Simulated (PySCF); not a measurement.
```xyz
2

H     0.0000    0.0000   -1.3180
Cl    0.0000    0.0000    0.0380
```

Computed with PBE0/aug-pcseg-1, non-relativistic, at a bond length of 1.356 Å in PySCF 2.14.0.

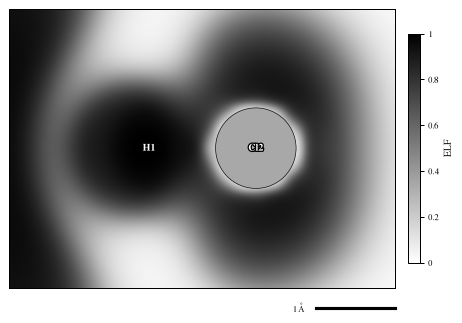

HCl (charge −1, doublet). Electron localisation function on a plane that holds the molecular axis. Grey discs cover the atomic cores.

Question: Read the bonding off the picture.

Answer:
- Atoms in the plane: H and Cl.
- Cl–H (1.36 Å): the ELF climbs to about 1 towards the hydrogen, as it does in any bond to H.
- The ELF also peaks beside Cl2, away from the bonds: non-bonding electrons, paired or unpaired.
